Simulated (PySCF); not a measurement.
## Geometry relaxation, with input and output: C₃H₁₀Cl₂Ga₂O (part 2 of 2)

The same run, continued: C₃H₁₀Cl₂Ga₂O, SMILES CC(C)[O][GaH-]1[Cl+][GaH2-][Cl+]1; PBE0-D3(BJ)/def2-SVP geometry optimisation, gas phase (PySCF 2.14.0). It belongs to a series of runs on one base structure; here: H on Ga replaced by OiPr.

Geometry of the input (Å):
```
C  -1.2689  0.7023  1.1423
C  -1.6310  -0.4687  0.2455
C  -1.9011  -0.0173  -1.1962
O  -0.5369  -1.4113  0.2760
Ga 1.1261  -1.5859  0.1391
Cl 2.1070  -0.4874  -1.6421
Ga 3.1105  0.9698  -0.2289
Cl 2.4064  -0.2288  1.5403
H  -1.0514  0.3850  2.1615
H  -0.4227  1.2486  0.7383
H  -2.1374  1.4136  1.1980
H  -2.5106  -0.9770  0.6434
H  -2.0922  -0.8721  -1.8276
H  -1.0196  0.5156  -1.5567
H  -2.7466  0.6360  -1.2303
H  1.5543  -3.0148  0.2456
H  2.3580  2.3445  -0.2831
H  4.6284  0.8599  -0.3509
```

Trajectory as extended XYZ, continued
```
18
Properties=species:S:1:pos:R:3:forces:R:3 step=10 energy=-135074.11429
C    -1.0871    0.8529    1.0459   -0.0200  -0.0436   0.0113
C    -1.5824   -0.4227    0.3798    0.1910   0.0027  -0.0839
C    -1.9787   -0.1796   -1.0696   -0.0558  -0.0524   0.0429
O    -0.6316   -1.4611    0.4681   -0.2287   0.0694  -0.0516
Ga    1.0553   -1.6202   -0.0256   -0.0083  -0.2751  -0.0594
Cl    1.6813   -0.0829   -1.7121   -0.0007   0.0190  -0.0621
Ga    3.0870    1.0277   -0.1570    0.0476   0.0570   0.0543
Cl    2.3887   -0.4692    1.5359    0.0654   0.0506   0.1089
H    -0.6879    0.6370    2.0473    0.0153  -0.0011  -0.0034
H    -0.2908    1.3148    0.4384    0.0235   0.0099   0.0635
H    -1.8954    1.5918    1.1528   -0.0254  -0.0007  -0.0439
H    -2.4668   -0.7948    0.9266   -0.0317   0.0392   0.0541
H    -2.3346   -1.1119   -1.5329    0.0005   0.0064   0.0065
H    -1.1106    0.1834   -1.6408   -0.0201   0.0174  -0.0332
H    -2.7779    0.5739   -1.1478    0.0008  -0.0091   0.0171
H     1.6987   -2.9907   -0.3439    0.0043   0.0291   0.0253
H     2.3682    2.3674    0.1608    0.0411   0.0258  -0.0243
H     4.5358    0.5956   -0.5118    0.0012   0.0556  -0.0222
18
Properties=species:S:1:pos:R:3:forces:R:3 step=11 energy=-135074.12239
C    -1.0879    0.8316    1.0608   -0.0196  -0.0376   0.0099
C    -1.5789   -0.4193    0.3477    0.1445   0.0030  -0.0645
C    -1.9387   -0.1356   -1.1035   -0.0386  -0.0363   0.0282
O    -0.6483   -1.4747    0.4337   -0.1663   0.0467  -0.0386
Ga    1.0568   -1.6610    0.0168   -0.0024  -0.2022  -0.0401
Cl    1.7442   -0.1986   -1.7181   -0.0138   0.0260  -0.0245
Ga    3.0387    1.0393   -0.1601    0.0333   0.0408   0.0358
Cl    2.3630   -0.4404    1.5590    0.0413   0.0388   0.0723
H    -0.7386    0.5887    2.0747    0.0158  -0.0007  -0.0040
H    -0.2562    1.2920    0.5021    0.0191   0.0088   0.0457
H    -1.8879    1.5826    1.1453   -0.0149  -0.0012  -0.0346
H    -2.4830   -0.7892    0.8641   -0.0221   0.0270   0.0390
H    -2.2905   -1.0532   -1.5982    0.0008   0.0033   0.0047
H    -1.0564    0.2354   -1.6476   -0.0155   0.0112  -0.0243
H    -2.7316    0.6247   -1.1786    0.0006  -0.0082   0.0132
H     1.7018   -3.0472   -0.2133    0.0024   0.0217   0.0171
H     2.2436    2.3510    0.0865    0.0345   0.0194  -0.0173
H     4.5211    0.6853   -0.4571    0.0011   0.0393  -0.0182
18
Properties=species:S:1:pos:R:3:forces:R:3 step=12 energy=-135074.12919
C    -1.0563    0.8334    1.0404    0.0405  -0.0396  -0.0087
C    -1.5682   -0.4174    0.3433    0.0250  -0.0075  -0.0059
C    -1.9618   -0.1455   -1.1008   -0.0142  -0.0226  -0.0246
O    -0.6518   -1.4839    0.4236   -0.1076   0.0384  -0.0585
Ga    1.0544   -1.6742    0.0092   -0.0024  -0.1587  -0.0243
Cl    1.7391   -0.1824   -1.7024   -0.0122   0.0013  -0.0238
Ga    3.0264    1.0471   -0.1330    0.0753   0.0686   0.0251
Cl    2.3613   -0.4574    1.5655    0.0297   0.0215   0.0442
H    -0.6988    0.5943    2.0526   -0.0101   0.0053  -0.0023
H    -0.2220    1.2810    0.4748   -0.0024   0.0053   0.0249
H    -1.8477    1.5928    1.1226   -0.0208   0.0152  -0.0162
H    -2.4684   -0.7707    0.8798   -0.0013   0.0254   0.0351
H    -2.3333   -1.0657   -1.5765    0.0018   0.0104   0.0145
H    -1.0951    0.2146   -1.6771   -0.0033   0.0057   0.0017
H    -2.7516    0.6196   -1.1629    0.0043  -0.0179   0.0198
H     1.6912   -3.0635   -0.2260    0.0132   0.0375   0.0138
H     2.2379    2.3615    0.1223    0.0040   0.0062  -0.0064
H     4.5160    0.7279   -0.4414   -0.0195   0.0055  -0.0084
18
Properties=species:S:1:pos:R:3:forces:R:3 step=13 energy=-135074.13376
C    -1.0277    0.8330    1.0173    0.0475  -0.0079  -0.0153
C    -1.5602   -0.4147    0.3316   -0.0493  -0.0019   0.0440
C    -1.9803   -0.1490   -1.1051   -0.0039   0.0030  -0.0420
O    -0.6604   -1.4938    0.4030    0.0008  -0.0092  -0.0582
Ga    1.0514   -1.6965    0.0097   -0.0124  -0.0206   0.0033
Cl    1.7566   -0.1901   -1.6874   -0.0183  -0.0069   0.0118
Ga    3.0148    1.0610   -0.1025    0.0335   0.0234   0.0168
Cl    2.3542   -0.4686    1.5795    0.0107   0.0148  -0.0095
H    -0.6722    0.5964    2.0307   -0.0204   0.0072   0.0052
H    -0.1871    1.2689    0.4521   -0.0107  -0.0034  -0.0030
H    -1.8110    1.6020    1.0925   -0.0024   0.0095  -0.0002
H    -2.4575   -0.7481    0.8872    0.0173   0.0025   0.0146
H    -2.3704   -1.0691   -1.5651    0.0023   0.0030   0.0073
H    -1.1260    0.2020   -1.7060    0.0038  -0.0011   0.0188
H    -2.7663    0.6208   -1.1507    0.0000  -0.0105   0.0024
H     1.6937   -3.0833   -0.2124    0.0148   0.0149   0.0066
H     2.2084    2.3660    0.1468   -0.0047  -0.0042   0.0001
H     4.5111    0.7746   -0.4070   -0.0086  -0.0125  -0.0026
18
Properties=species:S:1:pos:R:3:forces:R:3 step=14 energy=-135074.13619
C    -1.0145    0.8390    0.9960    0.0309   0.0005  -0.0131
C    -1.5604   -0.4163    0.3352   -0.0416   0.0057   0.0439
C    -2.0074   -0.1669   -1.0965   -0.0019   0.0019  -0.0212
O    -0.6594   -1.4951    0.4001    0.0162  -0.0151  -0.0580
Ga    1.0516   -1.6911   -0.0021   -0.0163   0.0116   0.0138
Cl    1.7484   -0.1558   -1.6756   -0.0141  -0.0151   0.0072
Ga    3.0289    1.0656   -0.0822    0.0212   0.0117   0.0145
Cl    2.3585   -0.4787    1.5816    0.0056   0.0136  -0.0119
H    -0.6438    0.6156    2.0069   -0.0163   0.0055   0.0056
H    -0.1834    1.2672    0.4117   -0.0073  -0.0059  -0.0058
H    -1.7958    1.6101    1.0739    0.0007   0.0061  -0.0001
H    -2.4464   -0.7424    0.9127    0.0145  -0.0013   0.0087
H    -2.4051   -1.0923   -1.5386    0.0039  -0.0009   0.0026
H    -1.1641    0.1785   -1.7156    0.0056  -0.0006   0.0110
H    -2.7951    0.6015   -1.1356   -0.0008  -0.0054  -0.0011
H     1.7006   -3.0709   -0.2431    0.0138   0.0063   0.0058
H     2.2389    2.3768    0.1858   -0.0082  -0.0048   0.0000
H     4.5197    0.7666   -0.4007   -0.0057  -0.0139  -0.0020
18
Properties=species:S:1:pos:R:3:forces:R:3 step=15 energy=-135074.13783
C    -1.0103    0.8381    0.9813   -0.0141   0.0102   0.0001
C    -1.5642   -0.4205    0.3335   -0.0030   0.0158   0.0168
C    -2.0232   -0.1769   -1.0959   -0.0023   0.0036   0.0174
O    -0.6614   -1.4987    0.3889    0.0279  -0.0261  -0.0308
Ga    1.0537   -1.6872    0.0004   -0.0073   0.0475   0.0217
Cl    1.7522   -0.1458   -1.6649   -0.0116  -0.0049   0.0044
Ga    3.0389    1.0742   -0.0698   -0.0054  -0.0135   0.0048
Cl    2.3556   -0.4677    1.5895   -0.0027   0.0041  -0.0112
H    -0.6394    0.6242    1.9941   -0.0002   0.0012   0.0014
H    -0.1810    1.2582    0.3894    0.0059  -0.0047  -0.0063
H    -1.7888    1.6129    1.0546    0.0060  -0.0021  -0.0029
H    -2.4421   -0.7441    0.9242    0.0032  -0.0070  -0.0029
H    -2.4198   -1.1051   -1.5322    0.0040  -0.0072  -0.0043
H    -1.1831    0.1701   -1.7182   -0.0005  -0.0013  -0.0042
H    -2.8141    0.5880   -1.1314   -0.0028   0.0030  -0.0065
H     1.7184   -3.0595   -0.2353    0.0063  -0.0079   0.0047
H     2.2534    2.3883    0.1959   -0.0053  -0.0025  -0.0013
H     4.5263    0.7630   -0.3900    0.0020  -0.0083  -0.0011
18
Properties=species:S:1:pos:R:3:forces:R:3 step=16 energy=-135074.13841
C    -1.0123    0.8367    0.9751   -0.0238   0.0061   0.0061
C    -1.5669   -0.4248    0.3333    0.0191   0.0111  -0.0016
C    -2.0316   -0.1840   -1.0947   -0.0017  -0.0020   0.0220
O    -0.6596   -1.5003    0.3834    0.0040  -0.0125  -0.0120
Ga    1.0579   -1.6789    0.0051    0.0098   0.0302   0.0170
Cl    1.7514   -0.1385   -1.6599   -0.0068   0.0037  -0.0048
Ga    3.0463    1.0785   -0.0679   -0.0071  -0.0101  -0.0035
Cl    2.3537   -0.4526    1.5946   -0.0049  -0.0047   0.0009
H    -0.6415    0.6286    1.9891    0.0066   0.0001  -0.0014
H    -0.1838    1.2525    0.3791    0.0073  -0.0013  -0.0005
H    -1.7903    1.6124    1.0449    0.0035  -0.0028  -0.0046
H    -2.4399   -0.7515    0.9291   -0.0038  -0.0028  -0.0026
H    -2.4229   -1.1149   -1.5300    0.0021  -0.0054  -0.0043
H    -1.1940    0.1673   -1.7179   -0.0024  -0.0011  -0.0097
H    -2.8269    0.5764   -1.1296   -0.0017   0.0022  -0.0030
H     1.7334   -3.0473   -0.2243    0.0006  -0.0064   0.0047
H     2.2675    2.3975    0.1936   -0.0025  -0.0013  -0.0024
H     4.5308    0.7544   -0.3888    0.0017  -0.0032  -0.0004
18
Properties=species:S:1:pos:R:3:forces:R:3 step=17 energy=-135074.13855
C    -1.0158    0.8354    0.9724   -0.0133  -0.0002   0.0037
C    -1.5675   -0.4283    0.3328    0.0189  -0.0003  -0.0090
C    -2.0359   -0.1899   -1.0944   -0.0006  -0.0024   0.0097
O    -0.6565   -1.5011    0.3801   -0.0134   0.0019   0.0025
Ga    1.0633   -1.6710    0.0117    0.0210   0.0050   0.0095
Cl    1.7504   -0.1353   -1.6581   -0.0018   0.0084  -0.0078
Ga    3.0501    1.0819   -0.0701   -0.0033  -0.0017  -0.0103
Cl    2.3521   -0.4371    1.5996   -0.0050  -0.0093   0.0089
H    -0.6459    0.6311    1.9875    0.0054   0.0000  -0.0022
H    -0.1867    1.2496    0.3758    0.0035   0.0020   0.0023
H    -1.7944    1.6106    1.0384   -0.0002  -0.0008  -0.0033
H    -2.4381   -0.7587    0.9301   -0.0052   0.0019   0.0000
H    -2.4217   -1.1233   -1.5295   -0.0001  -0.0018  -0.0004
H    -1.2014    0.1661   -1.7193   -0.0022  -0.0010  -0.0055
H    -2.8357    0.5659   -1.1288   -0.0006  -0.0003   0.0000
H     1.7464   -3.0375   -0.2091   -0.0029  -0.0018   0.0034
H     2.2756    2.4047    0.1849   -0.0002  -0.0002  -0.0021
H     4.5329    0.7484   -0.3900    0.0001   0.0005   0.0005
```

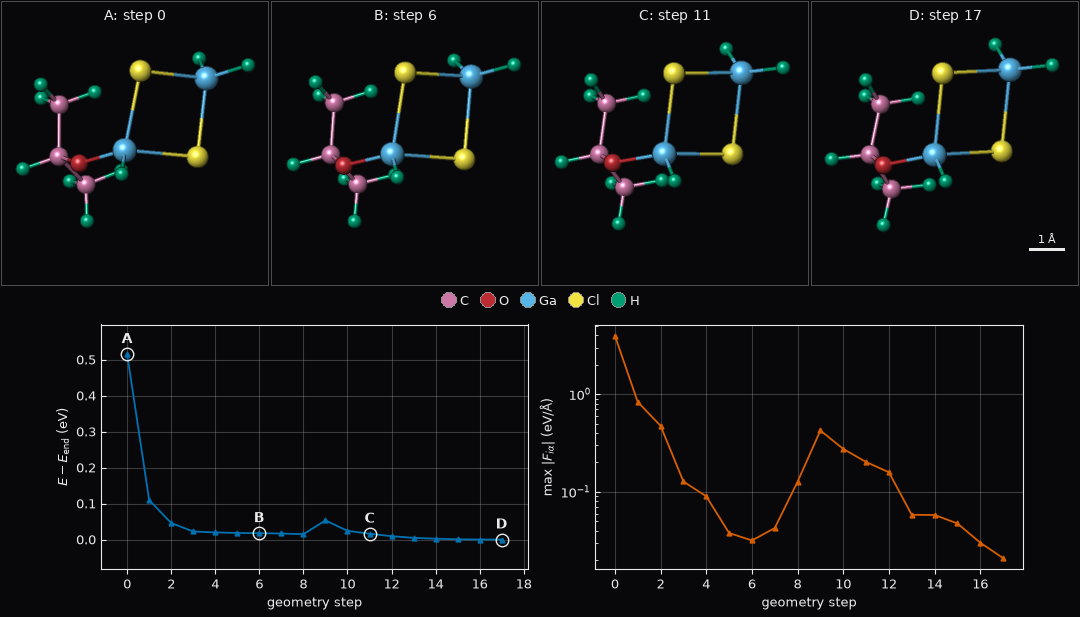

Figure 1. Frames of the relaxation (ball-and-stick view, seen at a tilt) above the curves, on which the letters mark them (steps are counted from 0).

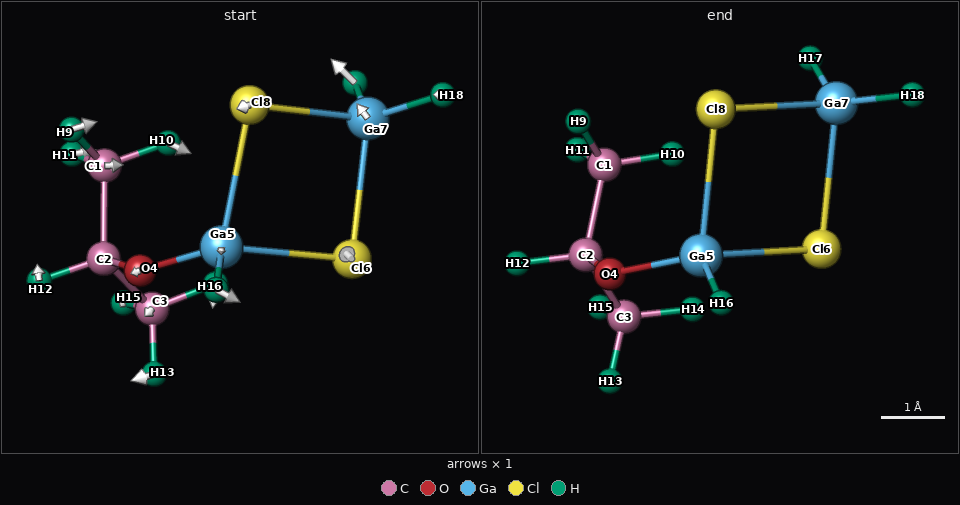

Figure 2. Before (left) and after (right) the relaxation, at one scale (ball-and-stick view, seen at a tilt). The white arrows give the displacements, at true length. The atom that moves furthest after the best rigid fit is H17 (0.57 Å). By element the largest moves are H 0.57 Å, Cl 0.47 Å, C 0.32 Å, Ga 0.31 Å, O 0.17 Å. Distances before and after: Cl6–Ga7 2.264 → 2.386 Å, Ga7–Cl8 2.250 → 2.363 Å, O4–Ga5 1.678 → 1.767 Å, Ga5–Cl6 2.311 → 2.370 Å. Among the angles that change: H17–Ga7–H18 122.5° → 133.8°, O4–Ga5–H16 112.2° → 123.1°, C2–O4–Ga5 144.8° → 134.1°. After 17 geometry steps the energy has fallen by 0.515 eV. The largest force component goes from 4 to 0.021 eV/Å. (Atoms are counted from 1 in the order of the input.)

Key numbers

```json
{"quantity": "outcome", "value": "converged"}
{"quantity": "total energy", "value": "−4963.883076 hartree"}
{"quantity": "dipole moment", "value": "1.17 D"}
{"quantity": "point group", "value": "C1"}
{"quantity": "wall time", "value": "10 min"}
{"quantity": "peak memory", "value": "1.3 GiB"}
```
